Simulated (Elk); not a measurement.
# Double counting and the size of U in Fe

Aim: see how the moments of Fe follow the form and size of the Hubbard term.

Calculated with Elk 11.2.3 (patched build); PBEsol; all-electron APW+lo, Dirac cores, scalar-relativistic bands with second-variational spin-orbit coupling.

The database entry behind the starting cell differs from later determinations by our own check (an axis about 0.7 % long against later determinations), so it need not match the best structure at ambient conditions.

### Step 1. Starting point

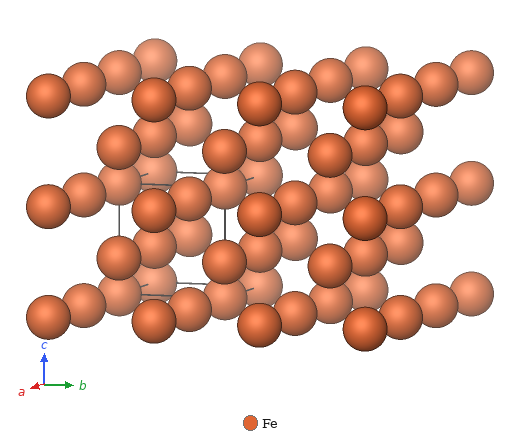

Start, viewed slightly off an axis; iron orange. 3×3×2 cells are drawn. This picture shows the conventional cell, with its axes. Some periodic images of atoms are drawn too.

As a file:

```cif
data_structure
_symmetry_space_group_name_H-M 'Im-3m'
_symmetry_Int_Tables_number 229
_cell_length_a 2.8860
_cell_length_b 2.8860
_cell_length_c 2.8860
_cell_angle_alpha 90.000
_cell_angle_beta 90.000
_cell_angle_gamma 90.000
_cell_volume 24.04
loop_
_atom_site_label
_atom_site_type_symbol
_atom_site_symmetry_multiplicity
_atom_site_Wyckoff_symbol
_atom_site_fract_x
_atom_site_fract_y
_atom_site_fract_z
_atom_site_occupancy
Fe1 Fe 2 a 0.00000 0.00000 0.00000 1
```

### Step 2. No U

The run without a Hubbard term is the reference.

The last three numbers of an atom's line are a seed field in its sphere. It points against the wanted moment and shrinks by the factor reducebf each loop.

elk.in

```
tasks
  0
  15

xctype
  22

rgkmax
  7.0

nempty
  12

swidth
  0.003

reducebf
  0.5

epsengy
  1e-05

maxscl
  100

lmaxi
  3

spinorb
  .true.

cmagz
  .true.

spinpol
  .true.

sppath
  './'

avec
  -2.72687479783 2.72687479783 2.72687479783
  2.72687479783 -2.72687479783 2.72687479783
  2.72687479783 2.72687479783 -2.72687479783

atoms
  1
  'Fe.in'
  1
  0.0000000000 0.0000000000 0.0000000000   0.000000 0.000000 -0.140000

ngridk
  12 12 12
```

Run with:

```
OMP_NUM_THREADS=2 elk
```

Numbers of over 12 decimals in the logs are rounded to 6 here.

Log:

```text
Warning(chksvso): spin-orbit splittings by the second variation are low [figures from our tests cut]: local-orbitals by j (lorbdm 7 and 8, zora) mend levels alone

--- INFO.OUT ---
┌─────────────────────────┐
│ Elk code version 11.2.3 │
└─────────────────────────┘

All units are atomic (Hartree, Bohr, etc.)

┌─────────────────────────────────────────────────┐
│ Ground-state run starting from atomic densities │
└─────────────────────────────────────────────────┘

Lattice vectors :
  -2.726874798       2.726874798       2.726874798
   2.726874798      -2.726874798       2.726874798
   2.726874798       2.726874798      -2.726874798

Species : 1 (Fe)
 parameters loaded from : Fe.in
 name : iron
 nuclear charge    :   -26.00000000
 electronic charge :    26.00000000
 atomic mass :    101799.2075
 muffin-tin radius :    2.336542848
 number of radial points in muffin-tin :    993
 inner part over the whole radius :   0.9974870244E-02
 number on inner part of muffin-tin    :    700
 approximate nuclear radius :   0.7160107270E-04
 number of mesh points to nuclear radius :    332
 atomic positions (lattice), magnetic fields (Cartesian) :
  1 :   0.00000000  0.00000000  0.00000000    0.00000000  0.00000000 -0.14000000

Total number of atoms per unit cell :    1
Total muffin-tin volume :    53.43303687
 ratio of muffin-tin to unit cell volume :   0.6588010343

Spin treatment :
 spin-polarised
 spin-orbit coupling
 global magnetic field (Cartesian) :    0.000000000       0.000000000       0.000000000
 collinear magnetisation in z-direction

Number of Bravais lattice symmetries :   48
Number of crystal symmetries         :    8
Crystal has inversion symmetry
Real symmetric eigensolver will be used

k-point grid :     12    12    12
k-point offset :    0.000000000       0.000000000       0.000000000
k-point set is reduced with full crystal symmetry group
Total number of k-points :      242

Muffin-tin radius times maximum |G+k| :    7.000000000
 using average radius
Maximum |G+k| for APW functions       :    2.995879150
Maximum (1/2)|G+k|²                   :    4.487645939
Maximum |G| for potential and density :    12.00000000
Constant for pseudocharge density :    7
 order of it for each species :   14
 order of it for pair densities of each species (exact exchange by exxq0 0: 14) :   10
Radial integration step length :    1

G-vector grid sizes :     20    20    20
Number of G-vectors :     2347

Maximum angular momentum used for
 APW functions            :    8
 outer part of muffin-tin :    6
 inner part of muffin-tin :    3

Number of empty states         :     12
Total number of valence states :     42
Total number of core states    :     10

Third-order local-orbitals added for an l without core states : T
Total number of local-orbitals :     23

Exchange-correlation functional :     22     0     0
 PBEsol, Phys. Rev. Lett. 100, 136406 (2008)
 gradient requirement :    1
 generalised gradient approximation (GGA)

Smearing type :    3
 Fermi-Dirac
Smearing width :   0.3000000000E-02
Effective electronic temperature (K) :    947.3250744

Mixing type :    3
 Broyden mixing, J. Phys. A: Math. Gen. 17, L317 (1984)

Kohn-Sham potential initialised from atomic data

┌──────────────────────────────┐
│ Self-consistent loop started │
└──────────────────────────────┘

┌─────────────────┐
│ Loop number : 1 │
└─────────────────┘

Energies :
 Fermi                       :     0.198419
 sum of occupied eigenvalues :     -738.13401550827
 electron kinetic            :      1286.6303917519
 core electron kinetic       :      1148.1664305033
 Coulomb                     :     -2503.7878599451
 Coulomb potential           :     -1953.8918693056
 nuclear-nuclear             :     -225.54407463171
 electron-nuclear            :     -2611.5572346854
 Hartree                     :      333.31344937202
 Madelung                    :     -1526.8419252923
 xc potential                :     -70.745985135061
 xc effective B-field        :    -0.119873
 external B-field            :      0.000000
 exchange                    :     -53.210961564186
 correlation                 :     -1.372545
 electron entropic           :    -0.82049848082912E-03
 total energy                :     -1271.7417953712
 (external B-field energy excluded from total)

Density of states at Fermi energy :    27.32309554
 (states/Hartree/unit cell)

Estimated indirect band gap :   0.1119274387E-03
 from k-point 6 to k-point 58
Estimated direct band gap   :   0.2485086603E-02
 at k-point 18

Charges :
 core                        :    10.00000000
 valence                     :    16.00000000
 interstitial                :    1.104752885
 muffin-tins (core leakage)
  species : 1 (Fe)
   atom 1                    :    24.89524711     ( -0.2242656389E-06)
 total in muffin-tins        :    24.89524711
 total calculated charge     :    25.99985931
 total charge                :    26.00000000
 error                       :   0.1406861330E-03

Moments :
 interstitial                :  -0.3159245267E-01
 muffin-tins
  species : 1 (Fe)
   atom 1                    :    2.419396066
 total in muffin-tins        :    2.419396066
 total moment                :    2.387803614

[... earlier loops left out ...]

┌──────────────────┐
│ Loop number : 19 │
└──────────────────┘

Energies :
 Fermi                       :     0.289251
 sum of occupied eigenvalues :     -736.20682161738
 electron kinetic            :      1288.6151427299
 core electron kinetic       :      1148.2835621695
 Coulomb                     :     -2505.5108763376
 Coulomb potential           :     -1953.1282336101
 nuclear-nuclear             :     -225.54407463171
 electron-nuclear            :     -2615.7909244585
 Hartree                     :      335.82412275256
 Madelung                    :     -1528.9467595326
 xc potential                :     -71.579468856914
 xc effective B-field        :    -0.114262
 external B-field            :      0.000000
 exchange                    :     -53.365943802698
 correlation                 :     -1.373593
 electron entropic           :    -0.74752316052083E-03
 total energy                :     -1271.6360183269
 (external B-field energy excluded from total)

Density of states at Fermi energy :    25.21824772
 (states/Hartree/unit cell)

Estimated indirect band gap :   0.8458952383E-04
 from k-point 58 to k-point 52
Estimated direct band gap   :   0.1267887790E-02
 at k-point 242

Charges :
 core                        :    10.00000000
 valence                     :    16.00000000
 interstitial                :    1.044376169
 muffin-tins (core leakage)
  species : 1 (Fe)
   atom 1                    :    24.95562383     ( -0.2242657970E-06)
 total in muffin-tins        :    24.95562383
 total calculated charge     :    25.99985748
 total charge                :    26.00000000
 error                       :   0.1425185936E-03

Moments :
 interstitial                :  -0.4430736996E-01
 muffin-tins
  species : 1 (Fe)
   atom 1                    :    2.332905838
 total in muffin-tins        :    2.332905838
 total moment                :    2.288598468

┌──────────────────────────────┐
│ Self-consistent loop stopped │
└──────────────────────────────┘

Wrote STATE.OUT
```

The job ended after 2.3 min (2 threads of Arm Neoverse V1, shared host; peak memory 0.1 GiB; 4.6 min of CPU time).

Spin moment in the muffin-tin sphere by atom:

```tsv
atom	spin moment in the muffin-tin sphere (μB)
Fe1	2.33
```

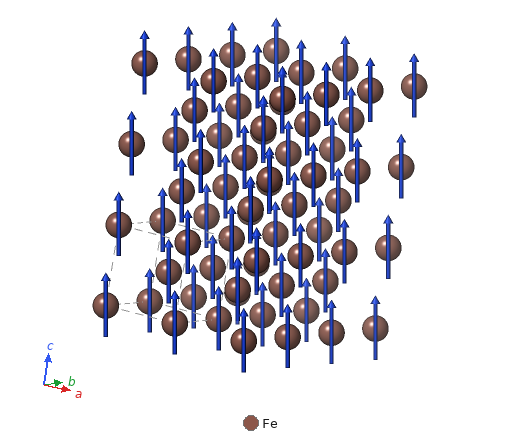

Spin moment in the muffin-tin sphere as arrows, the longest 2.33 μB. Up and down stand for the sign. Arrows give size and sign along the axis of quantisation, drawn up and down the page. 2×3×3 conventional cells are drawn. Some periodic images of atoms are drawn too.

This step gave:

* density of states at the Fermi level: 0.9268 states/eV/cell
* moment between the spheres: -0.04431 μB
* magnetization: 2.289 μB
* final state: ferromagnetic

After 19 cycles the largest moment stands at 2.33 μB.

Orbital moment <L> in the sphere by atom:

```tsv
atom	x (μB)	y (μB)	z (μB)	size
Fe1	0.0000	0.0000	0.0480	0.0480
```

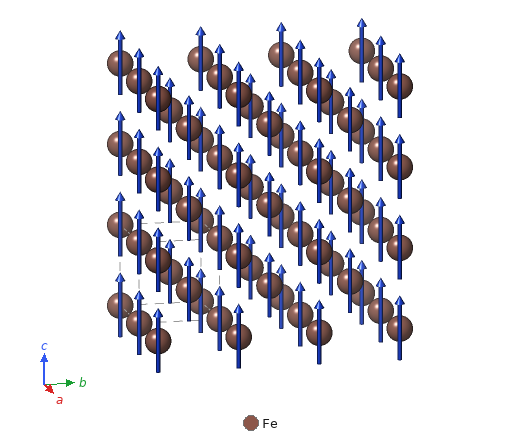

Orbital moment <L> in the sphere as arrows, the longest 0.048 μB. 2×3×3 conventional cells are drawn. Some periodic images of atoms are drawn too.

### Step 3. U = 4.50 eV, J = 0.90 eV on Fe d (fully localised)

Fully localised double counting pushes orbitals towards full or empty, which suits localised shells.

elk.in: that of step 2 with these lines changed.

```diff
@@ -37,2 +37,5 @@
 
+tmwrite
+  .true.
+
 sppath
@@ -53 +56,5 @@
   12 12 12
+
+dft+u
+  1 1
+  1 2 0.165372 0.033074
```

Run with:

```
OMP_NUM_THREADS=2 elk
```

Log:

```text
Warning(gndstate): forces or DFT+U at lmaxo under 8 : 6
  [figures from our tests cut]: type lmaxo 8 and lmaxapw 10
Warning(chksvso): spin-orbit splittings by the second variation are low [figures from our tests cut]: local-orbitals by j (lorbdm 7 and 8, zora) mend levels alone

--- INFO.OUT ---
┌─────────────────────────┐
│ Elk code version 11.2.3 │
└─────────────────────────┘

All units are atomic (Hartree, Bohr, etc.)

┌─────────────────────────────────────────────────┐
│ Ground-state run starting from atomic densities │
└─────────────────────────────────────────────────┘

Lattice vectors :
  -2.726874798       2.726874798       2.726874798
   2.726874798      -2.726874798       2.726874798
   2.726874798       2.726874798      -2.726874798

Species : 1 (Fe)
 muffin-tin radius :    2.336542848
 atomic positions (lattice), magnetic fields (Cartesian) :
  1 :   0.00000000  0.00000000  0.00000000    0.00000000  0.00000000 -0.14000000

Total number of atoms per unit cell :    1
Total muffin-tin volume :    53.43303687
 ratio of muffin-tin to unit cell volume :   0.6588010343

Spin treatment :
 spin-polarised
 spin-orbit coupling
 global magnetic field (Cartesian) :    0.000000000       0.000000000       0.000000000
 collinear magnetisation in z-direction

Number of Bravais lattice symmetries :   48
Number of crystal symmetries         :    8
Crystal has inversion symmetry
Real symmetric eigensolver will be used

k-point grid :     12    12    12
k-point offset :    0.000000000       0.000000000       0.000000000
k-point set is reduced with full crystal symmetry group
Total number of k-points :      242

Muffin-tin radius times maximum |G+k| :    7.000000000
 using average radius
Maximum |G+k| for APW functions       :    2.995879150
Maximum (1/2)|G+k|²                   :    4.487645939
Maximum |G| for potential and density :    12.00000000
Constant for pseudocharge density :    7
 order of it for each species :   14
 order of it for pair densities of each species (exact exchange by exxq0 0: 14) :   10
Radial integration step length :    1

G-vector grid sizes :     20    20    20
Number of G-vectors :     2347

Maximum angular momentum used for
 APW functions            :    8
 outer part of muffin-tin :    6

Number of empty states         :     12
Total number of valence states :     42
Total number of core states    :     10

Third-order local-orbitals added for an l without core states : T
Total number of local-orbitals :     23

Exchange-correlation functional :     22     0     0
 PBEsol, Phys. Rev. Lett. 100, 136406 (2008)
 gradient requirement :    1
 generalised gradient approximation (GGA)

DFT+U calculation
 fully localised limit (FLL)
 see Phys. Rev. B 52, R5467 (1995)
 species : 1 (Fe), l = 2, U =   0.16537200, J =   0.03307400

Smearing type :    3
 Fermi-Dirac
Smearing width :   0.3000000000E-02
Effective electronic temperature (K) :    947.3250744

Mixing type :    3
 Broyden mixing, J. Phys. A: Math. Gen. 17, L317 (1984)

Kohn-Sham potential initialised from atomic data

┌──────────────────────────────┐
│ Self-consistent loop started │
└──────────────────────────────┘

[... earlier loops left out ...]

┌──────────────────┐
│ Loop number : 37 │
└──────────────────┘

Energies :
 Fermi                       :     0.302098
 sum of occupied eigenvalues :     -736.11606155728
 electron kinetic            :      1288.5971339583
 core electron kinetic       :      1148.2786832576
 Coulomb                     :     -2505.6460295338
 Coulomb potential           :     -1952.9477676710
 nuclear-nuclear             :     -225.54407463171
 electron-nuclear            :     -2616.2190155650
 Hartree                     :      336.11706066290
 Madelung                    :     -1529.1721456983
 xc potential                :     -71.580240761055
 xc effective B-field        :    -0.185187
 external B-field            :      0.000000
 exchange                    :     -53.423733863297
 correlation                 :     -1.369623
 DFT+U                       :     0.309106
 electron entropic           :    -0.78893791478477E-03
 total energy                :     -1271.5339351110
 (external B-field energy excluded from total)

Density of states at Fermi energy :    26.61648951
 (states/Hartree/unit cell)

Estimated indirect band gap :   0.5333321935E-03
 from k-point 186 to k-point 4
Estimated direct band gap   :   0.6586794288E-02
 at k-point 16

Charges :
 core                        :    10.00000000
 valence                     :    16.00000000
 interstitial                :    1.043830851
 muffin-tins (core leakage)
  species : 1 (Fe)
   atom 1                    :    24.95616915     ( -0.2242661132E-06)
 total in muffin-tins        :    24.95616915
 total calculated charge     :    25.99984594
 total charge                :    26.00000000
 error                       :   0.1540631943E-03

Moments :
 interstitial                :  -0.1050849862
 muffin-tins
  species : 1 (Fe)
   atom 1                    :    2.930118700
 total in muffin-tins        :    2.930118700
 total moment                :    2.825033714

┌──────────────────────────────┐
│ Self-consistent loop stopped │
└──────────────────────────────┘

Warning : forces or DFT+U at lmaxo under 8 : 6

Wrote STATE.OUT
```

It took 5.7 min on 2 threads; peak memory 0.1 GiB.

Spin moment in the muffin-tin sphere by atom:

```tsv
atom	spin moment in the muffin-tin sphere (μB)
Fe1	2.93
```

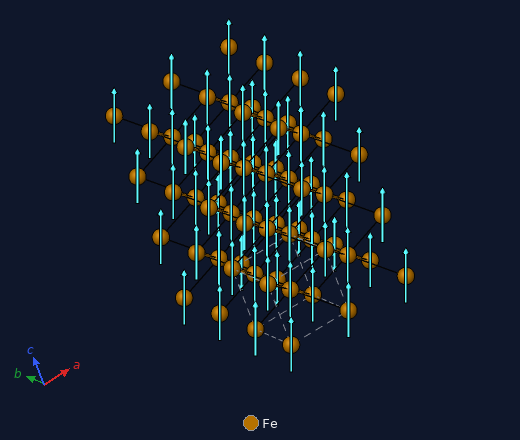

Spin moment in the muffin-tin sphere as arrows, the longest 2.93 μB. Up and down stand for the sign. Arrows give size and sign along the axis of quantisation, drawn up and down the page. 2×3×3 conventional cells are drawn. Some periodic images of atoms are drawn too.

This step gave:

```
density of states at the Fermi level : 0.9781 states/eV/cell
moment between the spheres           : -0.1051 μB
magnetization                        : 2.825 μB
final state                          : ferromagnetic
```

The largest spin moment is +0.60 μB from that of the first run.

Orbital moment <L> in the sphere by atom:

```tsv
atom	x (μB)	y (μB)	z (μB)	size
Fe1	0.000	0.000	0.146	0.146
```

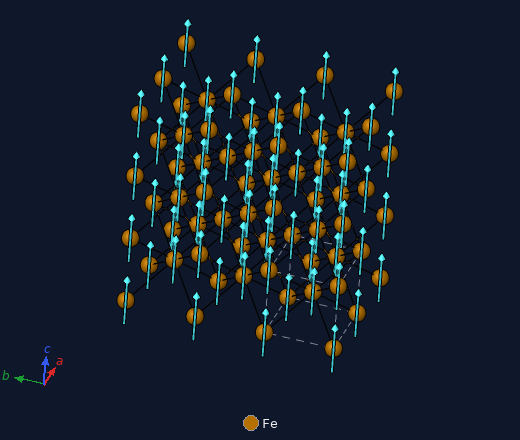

Orbital moment <L> in the sphere as arrows, the longest 0.146 μB. 2×3×3 conventional cells are drawn. Some periodic images of atoms are drawn too.

FDU.OUT:

```text

   1   2 : species, l
  0.1653720000     : F^(0)
  0.2849452308     : F^(2)
  0.1780907692     : F^(4)
  0.1653720000     : U
  0.3307400000E-01 : J
```

In eV, for the first corrected species: U = 4.50, J = 0.90.

Tensor moments of the density matrix of the first corrected atom (TENSMOM.OUT, the program's normalisation), largest first:

```tsv
k	p	r	magnitude	energy (Ha)
0	0	0	6.081	-0.0435
0	1	1	3.038	-0.0610
4	0	4	0.3826	-9.7e-4
4	1	5	0.3160	-9.4e-4
4	1	4	0.2666	-6.7e-4
4	1	3	0.2337	-5.2e-4
1	1	0	0.1694	-2.5e-4
1	0	1	0.1029	-9.1e-5
3	0	3	0.04543	-1.2e-5
3	1	4	0.03725	-8.0e-6
```

Here k is the rank of the orbital part, p = 1 marks spin, 000 is the shell's charge, 011 its spin, 101 its orbital moment and 110 the spin–orbit term.

### Step 4. U = 4.50 eV on Fe d, Slater integrals from a Yukawa potential (fully localised)

Here the screening length of a Yukawa potential is fitted to the U, and J and the other Slater integrals follow from it.

elk.in: that of step 3 with these lines changed.

```diff
@@ -58,3 +58,3 @@
 dft+u
-  1 1
-  1 2 0.165372 0.033074
+  1 5
+  1 2 0.165372
```

Run with:

```
OMP_NUM_THREADS=2 elk
```

Log:

```text
Warning(gndstate): forces or DFT+U at lmaxo under 8 : 6
  [figures from our tests cut]: type lmaxo 8 and lmaxapw 10
Warning(chksvso): spin-orbit splittings by the second variation are low [figures from our tests cut]: local-orbitals by j (lorbdm 7 and 8, zora) mend levels alone

--- INFO.OUT ---
┌─────────────────────────┐
│ Elk code version 11.2.3 │
└─────────────────────────┘

All units are atomic (Hartree, Bohr, etc.)

┌─────────────────────────────────────────────────┐
│ Ground-state run starting from atomic densities │
[...]
atom 1                    :    24.95592740     ( -0.2242661346E-06)
 total in muffin-tins        :    24.95592740
 total calculated charge     :    25.99984761
 total charge                :    26.00000000
 error                       :   0.1523891458E-03

Moments :
 interstitial                :  -0.1033416281
 muffin-tins
  species : 1 (Fe)
   atom 1                    :    2.927630609
 total in muffin-tins        :    2.927630609
 total moment                :    2.824288981

┌──────────────────────────────┐
│ Self-consistent loop stopped │
└──────────────────────────────┘

Warning : forces or DFT+U at lmaxo under 8 : 6

Wrote STATE.OUT

[key lines of the parts left out:]
total energy                :     -1271.5363276007
```

Wall time 5.3 min (2 threads); peak memory 0.1 GiB; 10 min of CPU time.

Numbers from this step:

```
density of states at the Fermi level : 0.9705 states/eV/cell
moment between the spheres           : -0.1033 μB
magnetization                        : 2.824 μB
final state                          : ferromagnetic
largest moment                       : 2.928 μB
```

The largest spin moment is +0.59 μB from that of the first run.

FDU.OUT:

```text

   1   2 : species, l
  0.1653719959     : F^(0)
  0.2871990920     : F^(2)
  0.2239331802     : F^(4)
  0.1653719959     : U
  0.3650944802E-01 : J
   2.063668526     : screening length λ
```

In eV, for the first corrected species: U = 4.50, J = 0.99.

(Part 1 of 2 ends here.)

[Logs and program files are shortened in this print: banners, set-up blocks, solver, clock and traceback lines can be left out without a mark of their own.]

[Logs are printed without paths, hosts, clocks, repeated set-up lines and the standing remarks that a program may print on its own settings, such as how far it seeks lower states.]

[Hosts, paths, dates, database ids (printed as entryN), source tags and the programs' standing remarks are cut or masked in the printed files.]

[Where a cell is said to come from a database of computed structures, the database is the Materials Project.]
